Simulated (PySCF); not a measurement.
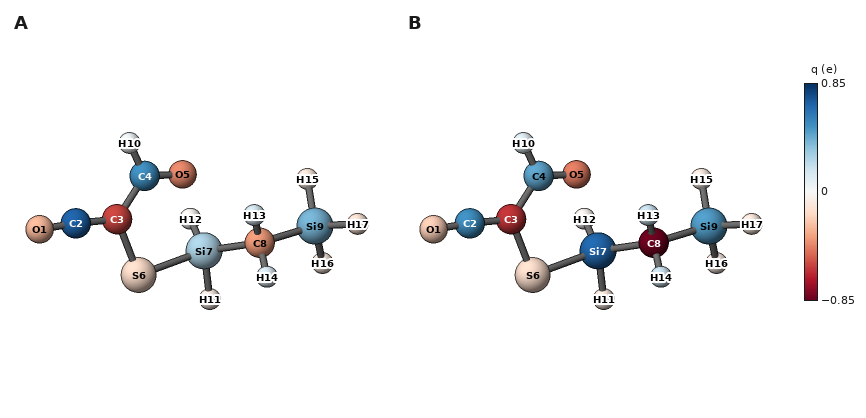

Atomic charges of one calculation by 2 schemes, on one colour scale. Computed geometry: GFN2-xTB optimisation. No frequency run is at hand to confirm it as a minimum. Level of theory: PBE0/pcSseg-1 (PySCF 2.14.0).

> The schemes are ESP-fitted, Mulliken. Which panel shows which?

A ESP-fitted, B Mulliken.

List the charges (e), one line for each set of equivalent atoms.

```
atom  ESP-fitted  Mulliken
  O1       −0.28     −0.21
  C2        0.68      0.52
  C3       −0.56     −0.61
  C4        0.52      0.45
  O5       −0.41     −0.43
  S6       −0.16     −0.15
 Si7        0.26      0.66
  C8       −0.37     −0.83
 Si9        0.39      0.48
 H10        0.03      0.10
 H11       −0.07     −0.08
 H12       −0.02     −0.03
 H13        0.14      0.18
 H14        0.13      0.18
 H15       −0.09     −0.07
 H16       −0.10     −0.08
 H17       −0.11     −0.08
```

The geometry is semi-empirical. Around Si such bond lengths and angles can be off by a tenth of an ångström or more and by several degrees, and values that hang on the shape move with them.
